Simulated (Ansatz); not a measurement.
## RbYbF3 (Pm-3m): following an unstable mode

Aim: this structure of RbYbF3 (Pm-3m) is to be tested for unstable modes, and one is followed downhill.

Main program and level: Ansatz 0.2.0; DFT PBEsol+U, scalar-relativistic, plane waves, PAW.

## Step 1: The structure

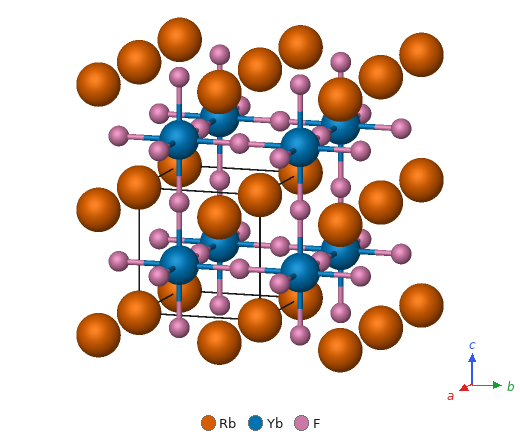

The starting structure, seen slightly off an axis (rubidium orange, ytterbium blue, fluorine pink). 2×2×2 cells are drawn. Some periodic images of atoms are drawn too.

Structure file:

```cif
data_structure
_symmetry_space_group_name_H-M 'Pm-3m'
_symmetry_Int_Tables_number 221
_cell_length_a 4.5417
_cell_length_b 4.5417
_cell_length_c 4.5417
_cell_angle_alpha 90.000
_cell_angle_beta 90.000
_cell_angle_gamma 90.000
_cell_volume 93.68
loop_
_atom_site_label
_atom_site_type_symbol
_atom_site_symmetry_multiplicity
_atom_site_Wyckoff_symbol
_atom_site_fract_x
_atom_site_fract_y
_atom_site_fract_z
_atom_site_occupancy
Rb1 Rb 1 a 0.00000 0.00000 0.00000 1
Yb1 Yb 1 b 0.50000 0.50000 0.50000 1
F1 F 3 c 0.00000 0.50000 0.50000 1
```

## Step 2: Response at finite wavevector

The cell comes from relaxations at this level that are not shown. Stability and thermal properties need the whole zone. Linear response on a 4×4×4 q mesh gives force constants as far as a supercell of that size would, and the tensors from the zone-centre run are typed in so that the long-range dipole term is interpolated apart.

Contents of input.yaml:

```yaml
crystal:
  lattice:
    - [4.5416503417, 0.0, 0.0]
    - [0.0, 4.5416503417, 0.0]
    - [0.0, 0.0, 4.5416503417]
  atoms:
    - { symbol: Rb, position: [0.0, 0.0, 0.0] }
    - { symbol: Yb, position: [0.5, 0.5, 0.5] }
    - { symbol: F, position: [0.0, 0.5, 0.5] }
    - { symbol: F, position: [0.5, 0.0, 0.5] }
    - { symbol: F, position: [0.5, 0.5, 0.0] }
kpoints:
  mp_grid: { grid: [8, 8, 8] }
hamiltonian:
  xc: pbesol
  hubbard: { sites: [{ species: Yb, l: f, u_eff: 6.0 }] }
scf:
  occupations: { method: fixed }
  convergence: { dr2_threshold: 1.0e-10 }
output:
  eigenvalues: true
phonons:
  method: dfpt
  qmesh: [4, 4, 4]
  temperatures: { t_max: 1000, t_step: 50 }
  qpath:
    path:
      - [[0.0, 0.0, 0.0], [0.0, 0.5, 0.0], [0.5, 0.5, 0.0], [0.0, 0.0, 0.0], [0.5, 0.5, 0.5], [0.0, 0.5, 0.0]]
      - [[0.5, 0.5, 0.5], [0.5, 0.5, 0.0]]
    npoints: 10
  non_analytic_term:
    high_frequency_dielectric_tensor: [[2.3275, 0.0, 0.0], [0.0, 2.3275, 0.0], [0.0, 0.0, 2.3275]]
    born_effective_charges:
      - { species: Rb, tensor: [[1.2475, 0.0, 0.0], [0.0, 1.2475, 0.0], [0.0, 0.0, 1.2475]] }
      - { species: Yb, tensor: [[2.4086, 0.0, 0.0], [0.0, 2.4086, 0.0], [0.0, 0.0, 2.4086]] }
      - { species: F, tensor: [[-1.8694, 0.0, 0.0], [0.0, -0.8934, 0.0], [0.0, 0.0, -0.8934]] }
      - { species: F, tensor: [[-0.8934, 0.0, 0.0], [0.0, -1.8694, 0.0], [0.0, 0.0, -0.8934]] }
      - { species: F, tensor: [[-0.8934, 0.0, 0.0], [0.0, -0.8934, 0.0], [0.0, 0.0, -1.8694]] }
    source: "zone-centre run at this cell"
```

Started as:

```sh
$ ansatz run input.yaml --threads 8 --pin off --max-ram 14336MiB --backend cpu --events-out ev --progress --plain --runs-dir out
```

Numbers of over 12 decimals in the logs are rounded to 6 here.

The program printed:

```text
Rb: projections on atomic orbitals take those of the free atom [Ar 3d10] 4s2 4p6 5s1, of charge +0.00 (hamiltonian.pseudopotentials.projection_atoms); the dataset's partial waves leave at most 2.5e-6 of an orbital's norm unspanned inside its sphere
Yb: projections on atomic orbitals take those of the free atom [Kr 4d10] 4f14 5s2 5p6 5d0 6s2, of charge +0.00 (hamiltonian.pseudopotentials.projection_atoms); the dataset's partial waves leave at most 1.5e-4 of an orbital's norm unspanned inside its sphere
F: projections on atomic orbitals take those of the free atom [He] 2s2 2p5, of charge +0.00 (hamiltonian.pseudopotentials.projection_atoms); the dataset's partial waves leave at most 1.6e-8 of an orbital's norm unspanned inside its sphere
Engine: ansatz 0.2.0, x86_64-unknown-linux-gnu
Pseudopotentials: kind: paw
Pseudopotential: Rb, paw, valence charge 9, recommended cutoff 420 eV (normal), Rb.paw.azcp
Pseudopotential: Yb, paw, valence charge 24, recommended cutoff 420 eV (normal), Yb.paw.azcp
Pseudopotential: F, paw, valence charge 7, recommended cutoff 420 eV (normal), F.paw.azcp
Functional definition: PBEsol
  exchange = pbesol_x
  correlation = pbesol_c
Crystal: 5 atoms, lattice volume = 93.679 Å³
Basis set: ecut = 420 eV, 1839 PW (Γ), exchange–correlation on 64×64×64 points (8 copies of the dense FFT grid, shifted against one another)
Bands: 33, of which v1, the nominal top of the filled ones, is band 27 counted from 1 (26 counted from 0)
Symmetry: 48 space group operations
k-points: 35 of 512
Non-local potential: Rb, projectors of the file, l = 0: 3, l = 1: 2, l = 2: 2
Non-local potential: Yb, projectors of the file, l = 0: 3, l = 1: 2, l = 2: 2, l = 3: 3
Non-local potential: F, projectors of the file, l = 0: 2, l = 1: 2, l = 2: 1
PAW form: soft (Blöchl's): semilocal exchange-correlation on the pseudo side does not see the compensation charge
PAW frozen core: Rb, regenerated for the run's functional, and the local potential with it (the file was generated under x = pbe(κ = 0.804, μ = 0.219515), c = pbe(β = 0.066725))
PAW frozen core: Yb, regenerated for the run's functional, and the local potential with it (the file was generated under x = pbe(κ = 0.804, μ = 0.219515), c = pbe(β = 0.066725))
PAW frozen core: F, regenerated for the run's functional, and the local potential with it (the file was generated under x = pbe(κ = 0.804, μ = 0.219515), c = pbe(β = 0.066725))
PAW one-centre angular grid: Rb, 110 points (default); XC on 64 Gauss nodes
PAW one-centre angular grid: Yb, 590 points (default); XC on 64 Gauss nodes
PAW one-centre angular grid: F, 110 points (default); XC on 64 Gauss nodes
Initial density: superposition of atomic densities (chi_scale 0.1, normalization cell, long waves of neutral atoms under a Hubbard term (reshape's long-wave potential 0.01 eV rms, cloud 2.77 Å wide))
Initial wavefunctions: pseudopotential atomic-orbital guess
Functional: x = pbesol(κ = 0.804, μ = 0.123457), c = pbesol(β = 0.046)
SCF iter   1: F=—  HF=-19305.386544 eV  |F-HF|=—  |Δ(HF+E_count)|=         —  Δρ=9.74e-2  dr2=8.20e0  ethr=3.10e-3  ⟨swp⟩=5.7  Hψ=4609  notcnv=0  defer=106
preconditioner: auto → Resta (q_TF=auto, 2.489 Å⁻¹)  ε∞=4.8  [insulator: Δε(μ)=3.164 eV  Ē_g=13.965 eV  n_scr=26 (ndim 8)  ℏωp=27.1 eV  f_vac=0.019  ε∞_Penn≈4.8]
SCF iter   2: F=—  HF=-19303.536594 eV  |F-HF|=—  |Δ(HF+E_count)|=    1.85e0  Δρ=3.35e-2  dr2=1.27e0  ethr=3.10e-3  ⟨swp⟩=4.1  Hψ=3236  notcnv=0  defer=112
SCF iter   3: F=—  HF=-19303.020594 eV  |F-HF|=—  |Δ(HF+E_count)|=   5.16e-1  Δρ=2.85e-2  dr2=9.84e-1  ethr=2.34e-3  ⟨swp⟩=3.3  Hψ=2819  notcnv=0  defer=112
SCF iter   4: F=—  HF=-19302.738210 eV  |F-HF|=—  |Δ(HF+E_count)|=   2.82e-1  Δρ=1.56e-2  dr2=2.94e-1  ethr=1.82e-3  ⟨swp⟩=3.6  Hψ=2530  notcnv=0  defer=124
SCF iter   5: F=—  HF=-19302.664650 eV  |F-HF|=—  |Δ(HF+E_count)|=   7.36e-2  Δρ=5.43e-3  dr2=3.62e-2  ethr=5.44e-4  ⟨swp⟩=3.1  Hψ=2265  notcnv=0  defer=127
SCF iter   6: F=—  HF=-19302.673415 eV  |F-HF|=—  |Δ(HF+E_count)|=   8.77e-3  Δρ=1.42e-3  dr2=2.61e-3  ethr=6.71e-5  ⟨swp⟩=3.0  Hψ=2176  notcnv=0  defer=128
SCF iter   7: F=—  HF=-19302.674165 eV  |F-HF|=—  |Δ(HF+E_count)|=   7.50e-4  Δρ=2.72e-4  dr2=6.99e-5  ethr=4.84e-6  ⟨swp⟩=2.9  Hψ=2153  notcnv=0  defer=131
SCF iter   8: F=—  HF=-19302.674269 eV  |F-HF|=—  |Δ(HF+E_count)|=   1.04e-4  Δρ=8.29e-5  dr2=5.03e-6  ethr=1.29e-7  ⟨swp⟩=2.5  Hψ=2242  notcnv=0  defer=133
SCF iter   9: F=—  HF=-19302.674283 eV  |F-HF|=—  |Δ(HF+E_count)|=   1.35e-5  Δρ=1.67e-5  dr2=2.10e-7  ethr=9.32e-9  ⟨swp⟩=2.0  Hψ=2100  notcnv=0  defer=115
SCF iter  10: F=—  HF=-19302.674283 eV  |F-HF|=—  |Δ(HF+E_count)|=   5.13e-7  Δρ=3.89e-6  dr2=1.14e-8  ethr=3.88e-10  ⟨swp⟩=2.0  Hψ=2041  notcnv=0  defer=119
SCF iter  11: F=—  HF=-19302.674283 eV  |F-HF|=—  |Δ(HF+E_count)|=   4.10e-8  Δρ=2.02e-6  dr2=3.03e-9  ethr=2.12e-11  ⟨swp⟩=2.2  Hψ=2154  notcnv=0  defer=118
SCF iter  12: F=—  HF=-19302.674283 eV  |F-HF|=—  |Δ(HF+E_count)|=  9.39e-10  Δρ=9.00e-7  dr2=5.27e-10  ethr=5.62e-12  ⟨swp⟩=2.9  Hψ=2205  notcnv=0  defer=118
SCF iter  13: F=-19302.674283 eV  HF=-19302.674283 eV  |F-HF|=5.82e-11  |Δ(HF+E_count)|=  2.33e-10  Δρ=1.69e-7  dr2=2.71e-11  ethr=1.00e-12  ⟨swp⟩=16.9  Hψ=9922  notcnv=0
SCF 1 converged in 13 iterations: F = -19302.674283 eV  dr2 = 2.71e-11
  greatest PAW one-centre occupation: 0.996 electrons in one spin orbital (limit 2), on the Yb atom at site 1 (counted from 0), in its partial waves of l = 0
NSCF: frozen V_eff on 35 k-points
NSCF: frozen V_eff on 35 k-points
DFPT response loops at q = (0, 0, 0) (fractional): preconditioner auto → Resta (q_TF=auto, 2.489 Å⁻¹)  ε∞=7.6 (no band partly filled); β = 1.00, the filter's whole step (`scf.mixing.beta` (0.50) is not read by the response loops at its default; to damp them type it under 1.00, their step now; it binds the ground state too); Anderson in place of MSR1; while a model of the screening serves, it and β = 1 on shorter waves in the place of filter and β
NSCF: frozen V_eff on 240 k-points
DFPT response loops at q = (0, 0, 0.25) (fractional): mixed as the last ones told, above
NSCF: frozen V_eff on 150 k-points
DFPT response loops at q = (0, 0, -0.5) (fractional): mixed as the last ones told, above
NSCF: frozen V_eff on 360 k-points
DFPT response loops at q = (0, 0.25, 0.25) (fractional): mixed as the last ones told, above
NSCF: frozen V_eff on 400 k-points
DFPT response loops at q = (0, 0.25, -0.5) (fractional): mixed as the last ones told, above
NSCF: frozen V_eff on 150 k-points
DFPT response loops at q = (0, -0.5, -0.5) (fractional): mixed as the last ones told, above
NSCF: frozen V_eff on 240 k-points
DFPT response loops at q = (0.25, 0.25, 0.25) (fractional): mixed as the last ones told, above
NSCF: frozen V_eff on 360 k-points
DFPT response loops at q = (0.25, 0.25, -0.5) (fractional): mixed as the last ones told, above
NSCF: frozen V_eff on 240 k-points
DFPT response loops at q = (0.25, -0.5, -0.5) (fractional): mixed as the last ones told, above
NSCF: frozen V_eff on 70 k-points
DFPT response loops at q = (-0.5, -0.5, -0.5) (fractional): mixed as the last ones told, above
SCF converged after 13 iterations
Free energy (F): -19302.674283 eV
Harris-Foulkes:  -19302.674283 eV  (|F-HF|=5.82e-11)
Internal energy: -19302.674283 eV  (E = F + TS)
E sigma→0 (E₀):  -19302.674283 eV
Fermi energy:    7.989222 eV
--- Per-component energies (eV) ---
  E_band       = -174.343523
  E_kinetic    = 1165.308519
  E_local      = -9663.255391  (includes V_loc(G=0)·N_el)
  E_nonlocal   = 969.394884
  E_hartree    = 4088.981377
  E_xc         = -527.350109
  E_vxc        = -643.438120  (∫ρ·V_xc dr)
  E_hubbard    = 0.055519  (on-site DFT+U / exact-exchange correction)
  E_vhub       = -41.833335  (the Hubbard potential's part of the band-sum identity)
  E_paw        = -10397.791061  (= ΣΔE_a)
  E_vpaw       = -138.488720  (= ΣTr[D̂ρ^β])
  E_aug_tail   = 0.006137  (compensation charges beyond the density's cutoff)
  E_ewald      = -4939.404351
  E_core_change = 1.380193  (= ΣΔE_core)
  E_smearing   = -0.000000  (= −TS)
  E_closure    = -0.000000  (closes the sum)
  Σ components = -19302.674283   (vs F -19302.674283, Δ=0.00e0)
--- Band table (eV; the first three rows and the last of 35) ---
  k-point 0: bands = [... 23 lower, 7.8272, 7.9892, 7.9892, 7.9892, 9.0323, 11.8364, 11.8364, 12.3379, ... 2 higher]
  k-point 1: bands = [... 23 lower, 7.8266, 7.9609, 7.9821, 7.9821, 9.2611, 11.9525, 11.9693, 12.4156, ... 2 higher]
  k-point 2: bands = [... 23 lower, 7.8253, 7.9080, 7.9688, 7.9688, 9.8641, 12.2412, 12.2549, 12.6335, ... 2 higher]
  k-point 34: bands = [... 23 lower, 7.7228, 7.7820, 7.7820, 7.7820, 12.5727, 12.5727, 12.5727, 13.9373, ... 2 higher]
Occupation matrices written to <dir>
--- Phonons (Γ-DFPT): 4 representative perturbations + reference (Σ response iterations 28) ---
  ASR residual: 9.550e-4 → 0.000e0 eV/Å²; symmetrization residual: 5.990e-8 eV/Å²
  ASR residual per site (eV/Å²): 2.91e-5 7.29e-4 9.55e-4 9.55e-4 9.55e-4
  Γ frequencies (cm⁻¹): -21.11 -21.11 -21.11 0.00 0.00 0.00 33.16 33.16 33.16 104.79 104.79 104.79 361.69 361.69 361.69
--- Phonons (arbitrary-q DFPT): 10 irreducible q on the 4×4×4 mesh ---
  q = [0.0000, 0.0000, 0.0000] (star 1, of the zone-centre solve; hermiticity 1.42e-8, symmetrization 4.26e-12): -21.11 -21.11 -21.11 0.00 0.00 0.00 33.16 33.16 33.16 104.79 104.79 104.79 361.69 361.69 361.69
  q = [0.0000, 0.0000, 0.2500] (star 6, 9 solved perturbations in 880 linear systems a pass and spin channel, the states on 120 of 512 k-point pairs; hermiticity 2.02e-8, symmetrization 1.79e-12): 3.63 3.63 17.36 17.36 48.23 61.90 61.90 63.50 91.13 102.52 102.52 179.45 361.11 361.11 434.42
  q = [0.0000, 0.0000, -0.5000] (star 3, 9 solved perturbations in 550 linear systems a pass and spin channel, the states on 75 of 512 k-point pairs; hermiticity 1.91e-8, symmetrization 5.14e-12): 19.18 19.18 22.63 22.63 59.32 77.56 83.61 83.61 98.78 98.78 109.79 191.65 360.50 360.50 443.43
  q = [0.0000, 0.2500, 0.2500] (star 12, 9 solved perturbations in 1360 linear systems a pass and spin channel, the states on 180 of 512 k-point pairs; hermiticity 1.01e-8, symmetrization 8.06e-13): -43.60 -21.61 20.88 40.85 41.29 70.93 73.10 81.96 100.86 108.65 128.17 183.85 360.50 376.65 444.14
  q = [0.0000, 0.2500, -0.5000] (star 12, 15 solved perturbations in 1600 linear systems a pass and spin channel, the states on 200 of 512 k-point pairs; hermiticity 1.67e-8, symmetrization 1.78e-13): -55.56 -5.72 22.83 28.77 47.50 76.31 88.93 93.89 98.08 127.66 140.53 190.99 359.88 380.94 453.67
  q = [0.0000, -0.5000, -0.5000] (star 3, 9 solved perturbations in 550 linear systems a pass and spin channel, the states on 75 of 512 k-point pairs; hermiticity 1.23e-8, symmetrization 2.83e-13): -79.30 -29.18 -29.18 33.91 58.69 92.52 92.52 97.35 97.35 153.44 153.44 191.24 359.24 390.96 464.32
  q = [0.2500, 0.2500, 0.2500] (star 8, 4 solved perturbations in 808 linear systems a pass and spin channel, the states on 120 of 512 k-point pairs; hermiticity 8.26e-9, symmetrization 4.51e-13): -51.80 -32.22 -32.22 30.00 30.00 46.19 100.72 104.21 104.21 137.66 137.66 182.64 376.34 376.34 453.14
  q = [0.2500, 0.2500, -0.5000] (star 12, 9 solved perturbations in 1360 linear systems a pass and spin channel, the states on 180 of 512 k-point pairs; hermiticity 1.05e-8, symmetrization 4.20e-12): -62.19 -45.89 -33.08 25.31 31.72 42.49 101.10 107.43 132.64 146.02 149.25 185.66 376.03 383.21 462.21
  q = [0.2500, -0.5000, -0.5000] (star 6, 9 solved perturbations in 880 linear systems a pass and spin channel, the states on 120 of 512 k-point pairs; hermiticity 1.39e-8, symmetrization 1.53e-13): -80.21 -55.17 -55.17 32.06 32.06 32.11 105.32 132.50 132.50 161.80 161.80 182.06 378.60 390.83 471.10
  q = [-0.5000, -0.5000, -0.5000] (star 1, 4 solved perturbations in 215 linear systems a pass and spin channel, the states on 35 of 512 k-point pairs; hermiticity 9.91e-9, symmetrization 1.23e-11): -81.10 -81.10 -81.10 28.14 28.14 28.14 136.21 136.21 136.21 172.98 172.98 172.98 390.70 390.70 478.33
  sum rule: each row above includes the acoustic sum rule's correction from the zone centre's row sums; it moved no ω² by more than (3.70 cm⁻¹)²
  mesh force constants: q→R imaginary residual 8.18e-19; ASR residual 9.550e-4 → 0.000e0 eV/Å²; symmetrization residual 1.243e-14 eV/Å²
  interpolated dispersion: 63 rows × 15 modes
  density of states and harmonic sums: on the 16×16×16 q-mesh, interpolated from the force constants of a 4×4×4 supercell (with the dipole–dipole term of supplied tensors)
  largest difference from the sums on the solved wave vectors: F 1.63e-3 eV, S 7.95e-6 and C_V 4.02e-6 eV/K
  zero-point energy: 0.129335 eV/cell   skipped modes (ω ≤ 0): 364, of them read as no rigid motion or as one in doubt: 361 (2.203e0 modes/cell left out, lowest -81.10 cm⁻¹)   left out of the sums: 1.47e-1 of the cell's modes: C_V's classical limit lies that fraction below 3 k_B per atom; for a crystal, a wire or a layer, F and S can be off by more, and a phonons.interpolated_qmesh denser along its periods is the remedy for the sampling
```

It took 8.4 min on 8 threads of Intel Xeon Platinum 8488C (Sapphire Rapids), shared host; peak memory 5.9 GiB.

Numbers from this step:

| Property | Result |
| --- | --- |
| gap on the k-mesh | 1.043 eV |
| volume per atom | 18.74 Å³ |
| sum-rule residual before enforcement | 9.55e-4 eV/Å² |
| lowest frequency on the path | -81.10 cm⁻¹ |
| point group | m-3m |
| highest frequency on the path or at a solved wavevector | 478.3 cm⁻¹ |
| highest optical mode at the zone centre (no LO-TO term) | 361.7 cm⁻¹ |
| lowest optical zone-centre mode | -21.11 cm⁻¹ |
| lowest mode on the q mesh (acoustic modes at Γ apart) | -81.1 cm⁻¹ |

Frequencies (cm⁻¹) solved at each irreducible wavevector; negative means imaginary. Frequencies by wavevector, by row:

| q in reciprocal lattice units | star | mode 1 | mode 2 | mode 3 | mode 4 | mode 13 | mode 14 | mode 15 |
| --- | --- | --- | --- | --- | --- | --- | --- | --- |
| 0 0 0 | 1 | -21.1 | -21.1 | -21.1 | 0 | 361.7 | 361.7 | 361.7 |
| 0 0 0.25 | 6 | 3.6 | 3.6 | 17.4 | 17.4 | 361.1 | 361.1 | 434.4 |
| 0 0 -0.5 | 3 | 19.2 | 19.2 | 22.6 | 22.6 | 360.5 | 360.5 | 443.4 |
| 0 0.25 0.25 | 12 | -43.6 | -21.6 | 20.9 | 40.9 | 360.5 | 376.6 | 444.1 |
| 0 0.25 -0.5 | 12 | -55.6 | -5.7 | 22.8 | 28.8 | 359.9 | 380.9 | 453.7 |
| 0 -0.5 -0.5 | 3 | -79.3 | -29.2 | -29.2 | 33.9 | 359.2 | 391 | 464.3 |
| 0.25 0.25 0.25 | 8 | -51.8 | -32.2 | -32.2 | 30 | 376.3 | 376.3 | 453.1 |
| 0.25 0.25 -0.5 | 12 | -62.2 | -45.9 | -33.1 | 25.3 | 376 | 383.2 | 462.2 |
| 0.25 -0.5 -0.5 | 6 | -80.2 | -55.2 | -55.2 | 32.1 | 378.6 | 390.8 | 471.1 |
| -0.5 -0.5 -0.5 | 1 | -81.1 | -81.1 | -81.1 | 28.1 | 390.7 | 390.7 | 478.3 |

Interpolated from a 4×4×4 q mesh, with the LO-TO term (at Γ the limit along the path; where Γ stands inside the path, tables give the limit on arrival). Phonon branches along the path, in cm⁻¹:

| point | branch 1 | branch 2 | branch 3 | branch 4 | branch 12 | branch 13 | branch 14 | branch 15 |
| --- | --- | --- | --- | --- | --- | --- | --- | --- |
| Γ | -21 | -21 | 0 | 0 | 169 | 362 | 362 | 424 |
| X | 19 | 19 | 23 | 23 | 192 | 360 | 360 | 443 |
| M | -79 | -29 | -29 | 34 | 191 | 359 | 391 | 464 |
| Γ | -21 | -21 | 0 | 0 | 169 | 362 | 362 | 424 |
| R | -81 | -81 | -81 | 28 | 173 | 391 | 391 | 478 |
| X | 19 | 19 | 23 | 23 | 192 | 360 | 360 | 443 |
| jump to R | -81 | -81 | -81 | 28 | 173 | 391 | 391 | 478 |
| M | -79 | -29 | -29 | 34 | 191 | 359 | 391 | 464 |

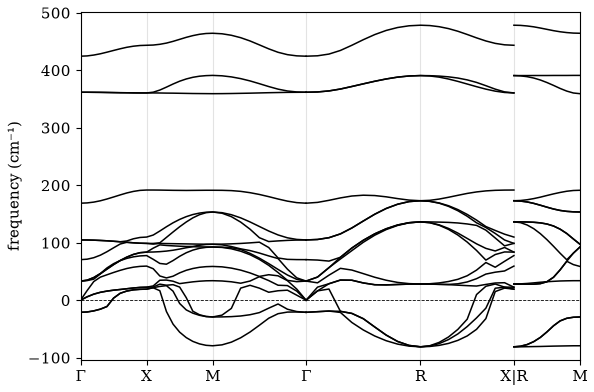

Phonon branches along the path.

Symmetry leaves 10 wavevectors to solve. The lowest mode among them, the acoustic zeros apart, lies at q = (-0.5, -0.5, -0.5) and is imaginary, 81.1i cm⁻¹, so the energy falls along it.

## Step 3: The mode frozen in, largest atomic shift 0 Å

The mode followed lies at q = (-0.5, -0.5, -0.5) with frequency 81.1i cm⁻¹ and is 3-fold degenerate, the softest among the wavevectors solved. At small amplitude the distorted cell has space group no. 140 by a symmetry search on the positions. The undistorted cell that holds it gives the zero of energy on the same k mesh.

System of this step: RbYbF3. The structure is cubic, space group Pm-3m (No. 221). The conventional cell has a = 4.542 Å, b = 4.542 Å, c = 4.542 Å, α = 90.00°, β = 90.00°, γ = 90.00°. Rb has 12 F at 3.21 Å nearest. Nearest to Yb lie 6 F at 2.27 Å. F has 2 Yb at 2.27 Å and 4 Rb at 3.21 Å nearest. Farther neighbours and most contacts between anions are not listed.

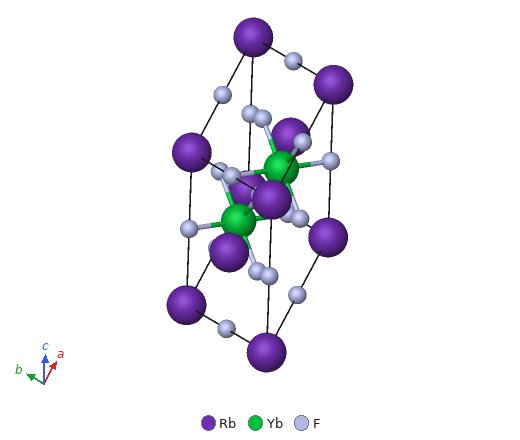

The cell of this step (rubidium purple, ytterbium green, fluorine light blue). Some periodic images of atoms are drawn too.

Contents of input.yaml:

```yaml
crystal:
  lattice:
    - [4.5416503417, 4.5416503417, 0.0]
    - [4.5416503417, 0.0, 4.5416503417]
    - [4.5416503417, 0.0, -4.5416503417]
  atoms:
    - { symbol: Rb, position: [0.0, 0.5, 0.5] }
    - { symbol: Rb, position: [0.0, 0.0, 0.0] }
    - { symbol: Yb, position: [0.5, 0.25, 0.75] }
    - { symbol: Yb, position: [0.5, 0.75, 0.25] }
    - { symbol: F, position: [0.5, 0.0, 0.5] }
    - { symbol: F, position: [0.5, 0.5, 0.0] }
    - { symbol: F, position: [0.0, 0.5, 0.0] }
    - { symbol: F, position: [0.0, 0.0, 0.5] }
    - { symbol: F, position: [0.5, 0.5, 0.5] }
    - { symbol: F, position: [0.5, 0.0, 0.0] }
kpoints:
  mp_grid: { grid: [6, 6, 6] }
hamiltonian:
  xc: pbesol
  hubbard: { sites: [{ species: Yb, l: f, u_eff: 6.0 }] }
scf:
  occupations: { method: gaussian, width: 0.02 }
output:
  forces: true
  stress: true
  eigenvalues: true
```

The program printed:

```text
[...]
Crystal: 10 atoms, lattice volume = 187.357 Å³
Basis set: ecut = 420 eV, 3695 PW (Γ), exchange–correlation on 90×90×90 points (8 copies of the dense FFT grid, shifted against one another)
Bands: 65, of which v1, the nominal top of the filled ones, is band 54 counted from 1 (53 counted from 0)
Symmetry: 96 space group operations
[...]
k-points: 16 of 216
[...]
k-point 0: bands = [... 50 lower, 7.8269, 7.9889, 7.9889, 7.9889, 9.0323, 11.8365, 11.8365, 12.3379, ... 7 higher]
  k-point 1: bands = [... 50 lower, 7.8206, 7.9647, 7.9707, 7.9707, 9.3360, 12.0062, 12.0062, 12.4407, ... 7 higher]
  k-point 2: bands = [... 50 lower, 7.8242, 7.9133, 7.9253, 7.9253, 10.1196, 12.0693, 12.4563, 12.4563, ... 7 higher]
  k-point 15: bands = [... 50 lower, 7.8630, 7.9151, 7.9166, 7.9402, 11.5287, 12.0354, 12.0672, 12.1168, ... 7 higher]
Occupation matrices written to <dir>
[key lines of the parts left out:]
SCF converged after 10 iterations
Free energy (F): -38605.348720 eV
Fermi energy:    8.510828 eV
P = ⅓ Tr σ = 0.0012 GPa (0.012 kbar)
```

It took 2.1 s on 8 threads; peak memory 1 GiB; 14 s of CPU time.

This step gave:

- pressure: 0.001203 GPa
- energy from the undistorted cell: 0 meV/atom

At this level the gap is 1.04 eV on the k-mesh of the self-consistent run, which can miss the band edges.

[end of part 1 of 3]

[Logs are printed without paths, hosts, clocks, repeated set-up lines and the standing remarks that a program may print on its own settings, such as how far it seeks lower states.]

[Hosts, paths, dates, database ids (printed as entryN), source tags and the programs' standing remarks are cut or masked in the printed files.]
